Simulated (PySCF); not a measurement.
C6H12N2OSi (SMILES CN(C)Cc1cnoc1[SiH3])

```yaml
atoms:
  - { symbol: C, position_ang: [0.9564, 1.1512, -1.1182] }
  - { symbol: N, position_ang: [0.8766, 0.5022, 0.1751] }
  - { symbol: C, position_ang: [1.9842, 0.8972, 1.0201] }
  - { symbol: C, position_ang: [0.7802, -0.9437, 0.0230] }
  - { symbol: C, position_ang: [-0.6112, -1.2867, -0.3775] }
  - { symbol: C, position_ang: [-1.1331, -2.3181, -1.1853] }
  - { symbol: N, position_ang: [-2.4350, -2.2325, -1.2572] }
  - { symbol: O, position_ang: [-2.8048, -1.1606, -0.5159] }
  - { symbol: C, position_ang: [-1.7225, -0.5835, 0.0192] }
  - { symbol: Si, position_ang: [-1.8207, 0.9409, 1.1074] }
  - { symbol: H, position_ang: [0.1062, 0.8486, -1.7270] }
  - { symbol: H, position_ang: [0.9204, 2.2306, -0.9821] }
  - { symbol: H, position_ang: [1.8827, 0.8948, -1.6552] }
  - { symbol: H, position_ang: [1.9704, 1.9796, 1.1368] }
  - { symbol: H, position_ang: [2.9596, 0.6012, 0.6053] }
  - { symbol: H, position_ang: [1.8706, 0.4442, 2.0036] }
  - { symbol: H, position_ang: [1.5057, -1.3381, -0.7090] }
  - { symbol: H, position_ang: [0.9964, -1.4080, 0.9913] }
  - { symbol: H, position_ang: [-0.6154, -3.1004, -1.7033] }
  - { symbol: H, position_ang: [-1.4385, 2.1308, 0.3535] }
  - { symbol: H, position_ang: [-3.2326, 1.0513, 1.4961] }
  - { symbol: H, position_ang: [-1.0060, 0.7182, 2.2985] }
```

Geometry: GFN2-xTB.

All numbers below come from PBE0/pcSseg-1, SCF density, gas phase, non-relativistic (PySCF).

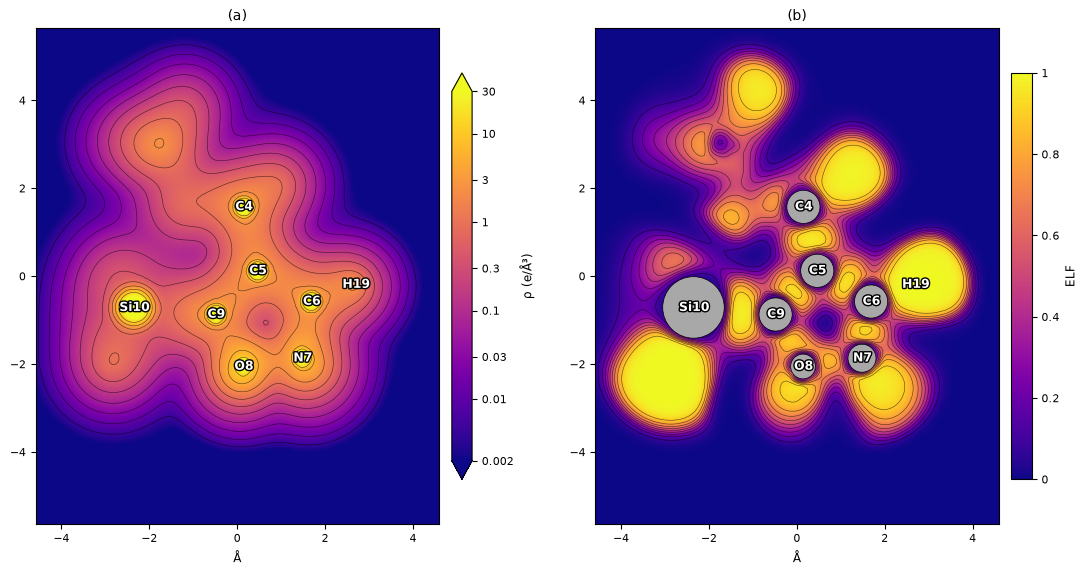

Figure 1. (a) total electron density; (b) electron localisation function on the plane of atoms N7, O8 and C9. Grey discs cover the atomic cores in the ELF map.

### What does the map show?

- The plane passes through C, N, O, Si and H nuclei.
- C–N (1.31 Å): the density is about 2.7 e/Å³ at the midpoint; the ELF peaks at about 0.90 between the atoms, as expected for localised, covalent bonding.
- C–O (1.34 Å): ρ at the midpoint is about 2.5 e/Å³; the ELF peaks at about 0.90 between the atoms; a polar covalent bond.
- N–O (1.35 Å): ρ is about 2.5 e/Å³ halfway; the ELF peaks at about 0.85 between the atoms (a covalent bond).
- C–C (1.37 Å): the density is about 2.2 e/Å³ at the midpoint; the ELF peaks at about 0.95 between the atoms: a covalent bond.
- C–Si (1.88 Å): ρ at the midpoint is about 0.93 e/Å³; the ELF peaks at about 1 between the atoms; a covalent bond.
- The ELF also peaks beside O8 and N7, away from the bonds: lone-pair regions.

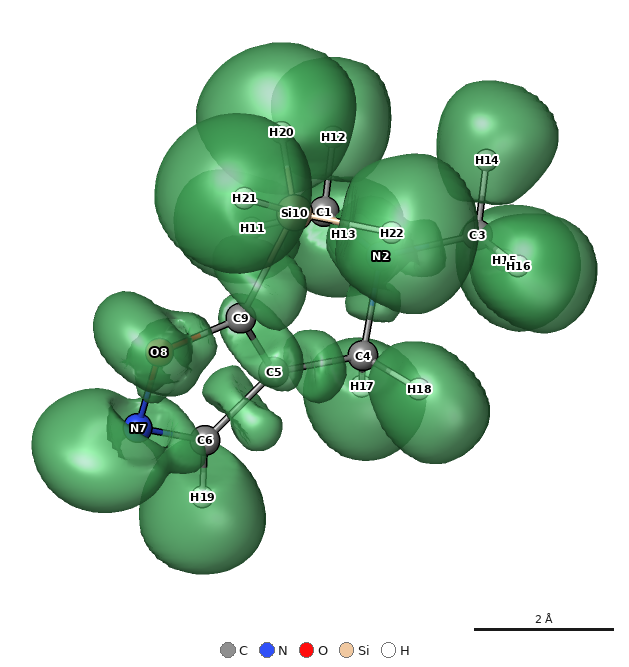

Figure 2. Isosurface of the ELF at 0.75 (green), seen at an oblique angle. Core shells and regions of very low density are left out.

### Identify the bonds, lone pairs and shells in this picture.

The surface consists of three regions between bonded C–C atoms (shared pairs), one region between bonded C–Si atoms (shared pairs), twelve regions around hydrogen nuclei, two regions on N in which the atom's valence shell and bonds are merged and one region on O in which the atom's valence shell and bonds are merged.

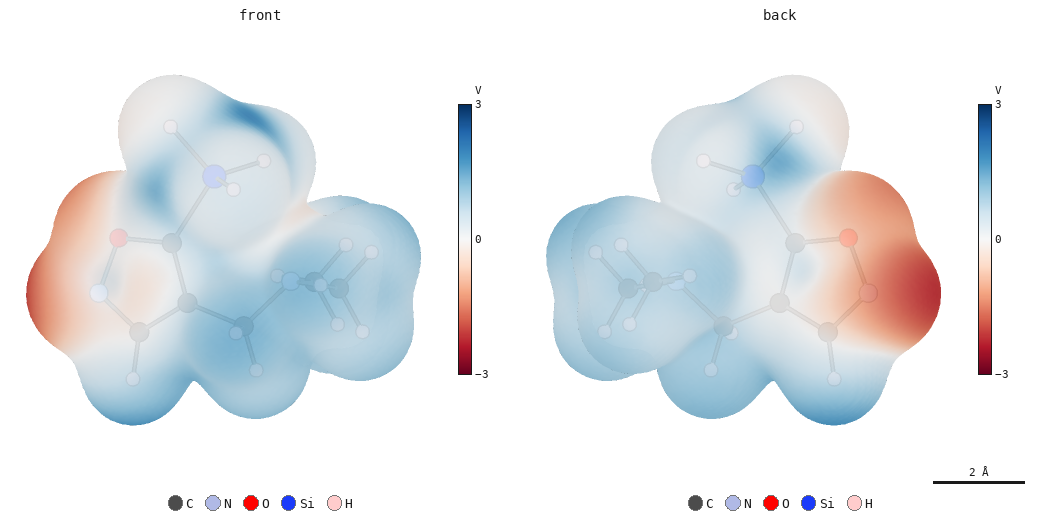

Figure 3. The electrostatic potential painted on the density surface at 0.004 e/bohr³, seen from the front and from behind; the colour scale runs from red (negative) to blue (positive).

### Describe the electrostatic potential map.

The most negative region (about −2.2 V, or −51 kcal/mol for a unit charge) lies over N7, the most positive (about +1.8 V, or +42 kcal/mol for a unit charge) over Si10 and H19. N7 is the likeliest acceptor of a hydrogen bond.
